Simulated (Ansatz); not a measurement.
H₃F: several calculations on one system

Part 1: Relaxation

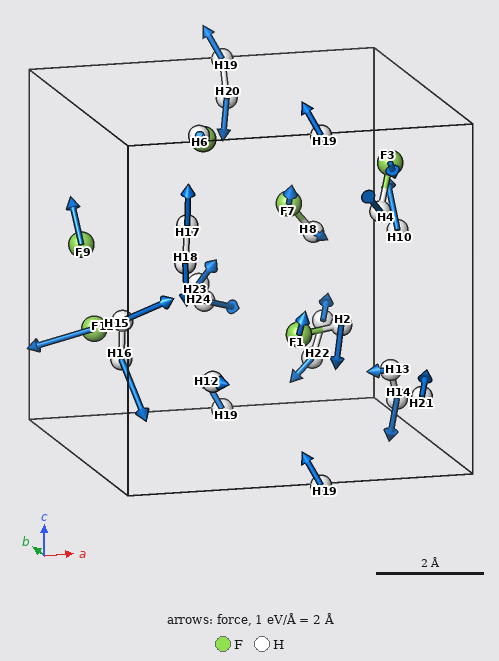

Starting geometry of an amorphous cell of composition H$_{3}$F with the computed forces as blue arrows. The picture is a ball-and-stick view of the cell of the calculation, seen slightly off an axis.

The cell holds 6 HF + 6 H2. The run prepares the start of a later molecular dynamics calculation, from a guessed geometry.

Method: DFT PBE-D3(BJ), scalar-relativistic, plane waves, PAW in Ansatz.

The input:
```yaml
accuracy: low
crystal:
  lattice:
    - [6.747461, 0.0, 0.0]
    - [0.0, 6.747461, 0.0]
    - [0.0, 0.0, 6.747461]
  atoms:
    - { symbol: F, position: [0.6053368, 0.3820633, 0.3395204] }
    - { symbol: H, position: [0.7384014, 0.418685, 0.3499592] }
    - { symbol: F, position: [0.8650125, 0.3657157, 0.8176351] }
    - { symbol: H, position: [0.8321714, 0.3515202, 0.683933] }
    - { symbol: F, position: [0.3785356, 0.5591857, 0.8736362] }
    - { symbol: H, position: [0.3310198, 0.435324, 0.913093] }
    - { symbol: F, position: [0.7141145, 0.8642849, 0.6017996] }
    - { symbol: H, position: [0.7992826, 0.9140761, 0.5047248] }
    - { symbol: F, position: [0.0665203, 0.7029408, 0.5603922] }
    - { symbol: H, position: [-0.0415866, 0.6166282, 0.5647886] }
    - { symbol: F, position: [0.1716581, 0.9390266, 0.2618865] }
    - { symbol: H, position: [0.2574552, 1.040311, 0.3010864] }
    - { symbol: H, position: [0.9425556, 0.6310262, 0.1627813] }
    - { symbol: H, position: [0.9737649, 0.6770266, 0.0687297] }
    - { symbol: H, position: [0.1252022, 0.4909008, 0.3852207] }
    - { symbol: H, position: [0.1203573, 0.4874615, 0.2761316] }
    - { symbol: H, position: [0.2277695, 0.1946288, 0.7164715] }
    - { symbol: H, position: [0.2225869, 0.1964449, 0.6073588] }
    - { symbol: H, position: [0.5584783, 0.9945262, 0.99578] }
    - { symbol: H, position: [0.565269, 0.9735023, 0.8887864] }
    - { symbol: H, position: [0.8512903, 0.9964981, 0.2304516] }
    - { symbol: H, position: [0.8122259, 0.9701898, 0.1318737] }
    - { symbol: H, position: [0.4605111, 0.8924307, 0.3820783] }
    - { symbol: H, position: [0.4991236, 0.96905, 0.3144447] }
basis:
  ecutwfc: 420.0
kpoints:
  mp_grid: { grid: [1, 1, 1] }
hamiltonian:
  xc: pbe
  dispersion: d3bj
scf:
  occupations: { method: fermi_dirac, width: 0.02 }
  lower_state_search: "off"
relax:
  f_tol: 0.3
  max_steps: 15
  adjacent_minimum: "off"
output:
  write_density: true
  write_potential: true
  elf: true
  volumetric_format: npy
```

Command:
```bash
ansatz run input.yaml --threads 1 --pin off --max-ram 3072MiB --backend cpu --events-out ev --progress --plain --runs-dir out
```

**What follows when this structure is relaxed?**

It isn't relaxed: the largest force vector, on H16, is 0.71 eV/Å. The final displacements have little in common with the starting forces (cosine between the two patterns 0.27). After 12 accepted moves (13 points after the start) the energy has fallen by 116 meV per atom. Largest force component: 0.57 eV/Å at the start, 0.28 eV/Å at the end. 1 step only repeated the SCF at the same geometry. F9 moves most: 1.33 Å along [3 −2 3]. By element the largest moves are F 1.33 Å, H 1.29 Å. The lattice vectors keep their values. Some distances before and after: F9–H10 0.934 → 0.969 Å, H13–H14 0.737 → 0.766 Å, F11–H12 0.934 → 0.958 Å, H19–H20 0.737 → 0.761 Å.

Limits of the set-up: the program's low-accuracy preset was used; the periodic images lie only 6.7 Å apart, so the values are limited by the cell's size.

Part 2: Dynamics

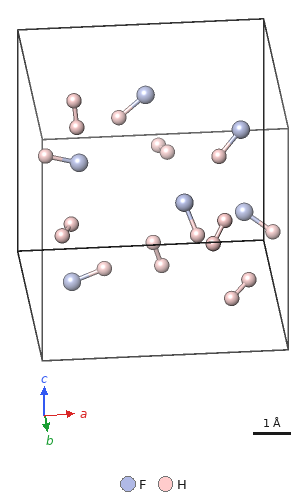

Starting frame of a dynamics run of a periodic cell with 6 HF + 6 H2 at 0.714 g/cm³. The picture is a ball-and-stick view of the simulation cell, seen from a free direction.

Theory: DFT PBE-D3(BJ), scalar-relativistic, plane waves, PAW (Ansatz 0.2.0).

Input
```yaml
accuracy: low
crystal:
  lattice:
    - [6.747461, 0.0, 0.0]
    - [0.0, 6.747461, 0.0]
    - [0.0, 0.0, 6.747461]
  atoms:
    - { symbol: F, position: [0.63040759, 0.43032126, 0.39816945] }
    - { symbol: H, position: [0.67753705, 0.4894026, 0.27912428] }
    - { symbol: F, position: [0.86058534, 0.41984065, 0.71180844] }
    - { symbol: H, position: [0.77070655, 0.43256864, 0.60221443] }
    - { symbol: F, position: [0.46275376, 0.52658497, 0.94200722] }
    - { symbol: H, position: [0.35180409, 0.5487965, 0.85568768] }
    - { symbol: F, position: [0.83156119, 0.84496415, 0.55284842] }
    - { symbol: H, position: [0.9436482, 0.89110667, 0.48008112] }
    - { symbol: F, position: [0.18374817, 0.6122695, 0.69130653] }
    - { symbol: H, position: [0.05379767, 0.55139894, 0.69854667] }
    - { symbol: F, position: [0.12160858, 0.94370151, 0.3209879] }
    - { symbol: H, position: [0.25531905, 0.92266622, 0.36384175] }
    - { symbol: H, position: [0.86935822, 0.65852056, 0.15203094] }
    - { symbol: H, position: [0.80128726, 0.64230006, 0.06258135] }
    - { symbol: H, position: [0.1689284, 0.44404977, 0.33155692] }
    - { symbol: H, position: [0.13909934, 0.37735352, 0.24722147] }
    - { symbol: H, position: [0.21157395, 0.13019542, 0.73130659] }
    - { symbol: H, position: [0.21606022, 0.20255284, 0.64674183] }
    - { symbol: H, position: [0.46670518, 1.00782205, 0.95284696] }
    - { symbol: H, position: [0.51031595, 0.93176779, 0.88199699] }
    - { symbol: H, position: [0.82358792, 1.14205341, 0.16527787] }
    - { symbol: H, position: [0.77625904, 1.14484315, 0.06461134] }
    - { symbol: H, position: [0.46244943, 0.83831059, 0.42975984] }
    - { symbol: H, position: [0.48795404, 0.93005661, 0.3700073] }
basis:
  ecutwfc: 420.0
kpoints:
  mp_grid: { grid: [1, 1, 1] }
hamiltonian:
  xc: pbe
  dispersion: d3bj
scf:
  occupations: { method: fermi_dirac, width: 0.02 }
  lower_state_search: "off"
md:
  timestep: 0.75
  n_steps: 300
  ensemble: nvt_langevin
  temperature: 250.0
  initial_velocities: maxwell_boltzmann
  seed: 876579
  friction: 0.02
```

Command:
```bash
ansatz run input.yaml --threads 1 --pin off --max-ram 3072MiB --backend cpu --events-out ev --progress --plain --runs-dir out
```

> What does the trajectory do?

Over the second half the temperature averages 258 K (spread ±35 K). The potential energy in the second half lies on average 18.1 meV per atom above the first frame. Root-mean-square distances from the starting positions over the second half, with the common drift of all atoms taken out: H 0.67 Å, F 0.30 Å. The heavy atoms stay within a fraction of a molecule's size of their starting places, while the hydrogen atoms travel further, as molecules turn; so short a run doesn't tell a liquid from a solid.

Along the run (each row but the first and the last is the mean over the interval that it begins):

```
time (fs)  potential energy (meV/atom)  T (K)
      0.0                          0.0    240
     22.5                         16.0    156
     45.0                         15.4    181
     67.5                         18.7    195
     90.0                         20.8    235
    112.5                         17.2    240
    135.0                         18.1    253
    157.5                         22.0    233
    180.0                         17.5    256
    202.5                         15.6    309
    225.0                         21.7    279
```

The paths of the atoms:

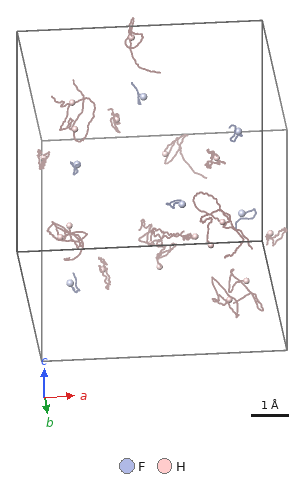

Limits of the set-up: the program's low-accuracy preset was used; the periodic images lie only 6.7 Å apart, so the values are limited by the cell's size.

The run took 5.4 min on 1 thread of Arm Neoverse V2, on a shared host, peak memory 0.39 GiB.

Part 3: Dynamics

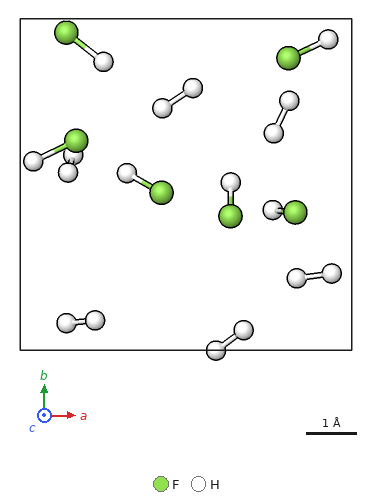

Starting frame of a dynamics run of a periodic cell with 6 HF + 6 H2 at 0.714 g/cm³. It starts from the last geometry of an earlier run, with fresh velocities. A ball-and-stick model of the simulation cell, seen along the c axis.

All numbers below come from DFT PBE-D3(BJ), scalar-relativistic, plane waves, PAW (Ansatz 0.2.0).

Input file:
```yaml
accuracy: low
crystal:
  lattice:
    - [6.747461, 0.0, 0.0]
    - [0.0, 6.747461, 0.0]
    - [0.0, 0.0, 6.747461]
  atoms:
    - { symbol: F, position: [0.63034334, 0.40020714, 0.39621722] }
    - { symbol: H, position: [0.63112514, 0.50197295, 0.30461446] }
    - { symbol: F, position: [0.82616834, 0.4114862, 0.7180612] }
    - { symbol: H, position: [0.7578453, 0.41867544, 0.58948594] }
    - { symbol: F, position: [0.42219377, 0.47085403, 0.97459144] }
    - { symbol: H, position: [0.31776419, 0.53013466, 0.88518189] }
    - { symbol: F, position: [0.80546501, 0.87734697, 0.49132549] }
    - { symbol: H, position: [0.92557776, 0.9337789, 0.44360833] }
    - { symbol: F, position: [0.16473351, 0.62794418, 0.70009121] }
    - { symbol: H, position: [0.03517627, 0.56565052, 0.72822953] }
    - { symbol: F, position: [0.13486238, 0.95451055, 0.36531511] }
    - { symbol: H, position: [0.24693111, 0.86603753, 0.38771588] }
    - { symbol: H, position: [0.80787082, 0.74861144, 0.09239095] }
    - { symbol: H, position: [0.76111462, 0.65028146, 0.08358561] }
    - { symbol: H, position: [0.13979807, 0.5319672, 0.34768031] }
    - { symbol: H, position: [0.15555282, 0.58507485, 0.25149979] }
    - { symbol: H, position: [0.22151384, 0.08555833, 0.80464378] }
    - { symbol: H, position: [0.1353193, 0.07727311, 0.73091281] }
    - { symbol: H, position: [0.58664755, 0.9944398, 0.77345495] }
    - { symbol: H, position: [0.67002439, 1.05600792, 0.81822679] }
    - { symbol: H, position: [0.83044343, 1.21269629, 0.03300687] }
    - { symbol: H, position: [0.93583206, 1.22707735, 0.07143734] }
    - { symbol: H, position: [0.42472049, 0.72585389, 0.43171334] }
    - { symbol: H, position: [0.51678112, 0.7870018, 0.45204138] }
basis:
  ecutwfc: 420.0
kpoints:
  mp_grid: { grid: [1, 1, 1] }
hamiltonian:
  xc: pbe
  dispersion: d3bj
scf:
  occupations: { method: fermi_dirac, width: 0.02 }
  lower_state_search: "off"
md:
  timestep: 0.5
  n_steps: 200
  ensemble: nvt_nose_hoover
  temperature: 250.0
  initial_velocities: maxwell_boltzmann
  seed: 939806
  nose_hoover: { tau: 3.0, chain_length: 1 }
```

Run as
```bash
ansatz run input.yaml --threads 1 --pin off --max-ram 3072MiB --backend cpu --events-out ev --progress --plain --runs-dir out
```

### What does the trajectory do?

The mean temperature in the second half is 251 K (standard deviation 25 K). The potential energy in the second half lies on average 3.1 meV per atom below the first frame. Root-mean-square distances from the starting positions over the second half, with the common drift of all atoms taken out: H 0.85 Å, F 0.50 Å. The heavy atoms stay within a fraction of a molecule's size of their starting places, while the hydrogen atoms travel further, as molecules turn; so short a run doesn't tell a liquid from a solid. The conserved quantity stays between −0.097 and 0.11 meV per atom of its start. A straight-line fit has a slope that amounts to +0.013 meV per atom over 100 fs (under 0.1 % of the mean kinetic energy), and the ripple about it is 1.8 % of the kinetic energy's fluctuation. With a drift under 2 % and a ripple under 7 %, the integration is accurate. The thermostat's time constant is so short that it disturbs the motion.

Along the run (each row but the first and the last is the mean over the interval that it begins):

| time (fs) | potential energy (meV/atom) | T (K) |
| --- | --- | --- |
| 0.0 | 0.0 | 250 |
| 12.5 | -6.6 | 251 |
| 25.0 | -10.8 | 248 |
| 37.5 | -6.5 | 251 |
| 50.0 | -3.0 | 253 |
| 62.5 | -2.9 | 254 |
| 75.0 | -1.4 | 248 |
| 87.5 | -4.9 | 250 |
| 100.0 | -4.0 | 253 |

The paths of the atoms:

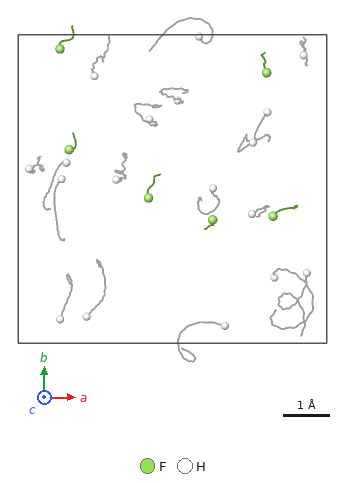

Limits of the set-up: the program's low-accuracy preset was used; the periodic images lie only 6.7 Å apart, so the values are limited by the cell's size.
